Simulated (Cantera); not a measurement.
Charge: 1 mol CHF₃, 0.49 mol CH₄, 3.3 mol H₂, equilibrated at 1.60 Pa.

Equilibrium computed with Cantera from the NASA thermochemical tables; the gas is ideal and each condensed phase is pure. Candidate condensed phases: C, C₆H₆, C₇H₈, C₈H₁₈; 110 gas species. Ions and electrons are included (thermal ionisation). Equilibrium is a limit: real reactors are often held back by kinetics, nucleation or transport.

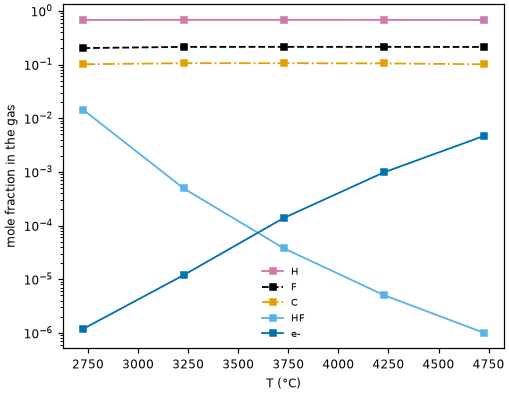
Equilibrium gas composition (values under 1e-9 drawn at 1e-9)

From 2727 °C to 4727 °C nothing is condensed. The main C-bearing gas is C throughout.
